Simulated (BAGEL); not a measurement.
# Br2 (bromine) at RI-MP2/def2-SV(P) (density fitting with svp-jkfit)

We compute a single-point energy of Br2 (bromine). 

The results are computed with BAGEL 1.2.2.

## (1) Starting point

Br2 has 2 atoms, charge 0, and is taken as a singlet. SMILES: `BrBr`. The Br1–Br2 distance was set to 1.939 Å, away from the relaxed value.

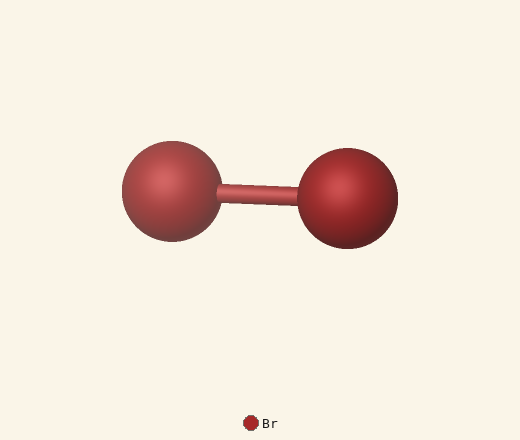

The structure, seen from a chosen angle (bromine red).

## (2) The energy at RI-MP2/def2-SV(P) (density fitting with svp-jkfit)

job.json

```json
{ "bagel": [

{
  "title": "molecule",
  "basis": "def2-sv_p_.json",
  "df_basis": "svp-jkfit",
  "angstrom": false,
  "geometry": [
    { "atom": "Br", "xyz": [     1.28704711,    -0.43042292,     0.65943694 ] },
    { "atom": "Br", "xyz": [    -1.83866572,     0.61489798,    -0.94206627 ] }
  ]
},

{
  "title": "hf"
},

{
  "title": "mp2",
  "ncore": 18
}

]}
```

The basis set def2-SV(P) is read from a file made from the Basis Set Exchange's data (not shown).

On the command line:

```sh
$ BAGEL_NUM_THREADS=1 BAGEL job.json > job.out
```

The program printed:

```text
* using 1 threads per process

  ===============================================================
  ===============================================================

  *** Geometry ***

  { "atom" : "Br", "xyz" : [      1.287047,     -0.430423,      0.659437 ] },
  { "atom" : "Br", "xyz" : [     -1.838666,      0.614898,     -0.942066 ] },

  Number of auxiliary basis functions:      532

  Since a DF basis is specified, we compute 2- and 3-index integrals:
    o Being stored without compression. Storage requirement is 0.017 GB

  Number of basis functions:       64
  Number of electrons      :       70

    * METHOD: MOLECULE                             0.27

  *** RHF ***

  === Nuclear Repulsion ===
   334.3005327583

      * DIIS with orbital gradients will be used.

  === RHF iteration (def2-sv_p_.json) ===
      0      -5144.10131207          0.00660180           0.10
      1      -5144.11411461          0.00191035           0.10
      2      -5144.11557639          0.00051813           0.10
      3      -5144.11571292          0.00012964           0.10
      4      -5144.11571830          0.00001759           0.10
      5      -5144.11571843          0.00000177           0.10
      6      -5144.11571844          0.00000032           0.10
      7      -5144.11571844          0.00000002           0.10
      8      -5144.11571844          0.00000000           0.10
    * SCF iteration converged.

    * Permanent dipole moment:
           (    0.000000,     0.000000,    -0.000000) a.u.

    * METHOD: HF                                   1.11

  *** RHF ***

  === Nuclear Repulsion ===
   334.3005327583

      * DIIS with orbital gradients will be used.

  === RHF iteration (def2-sv_p_.json) ===
      0      -5144.11571844          0.00000000           0.11
    * SCF iteration converged.

    * Permanent dipole moment:
           (   -0.000000,     0.000000,    -0.000000) a.u.

  === DF-MP2 calculation ===

    * freezing 18 orbitals
    * 3-index integral transformation done
    * assembly done

      MP2 correlation energy:   -0.4580674531      0.03

      MP2 total energy:       -5144.5737858898

    * METHOD: MP2                                  0.24

  ===============================================================
```

It took 1.8 s on 1 thread of Arm Neoverse V2, shared host; peak memory 0.14 GiB.

## (3) What came out

Level: RI-MP2/def2-SV(P) (density fitting with svp-jkfit), 18 core orbitals frozen.

```
                                    quantity           value
                                total energy  -5144.57379 Eh
correlation energy (18 core orbitals frozen)      -458.1 mEh
```
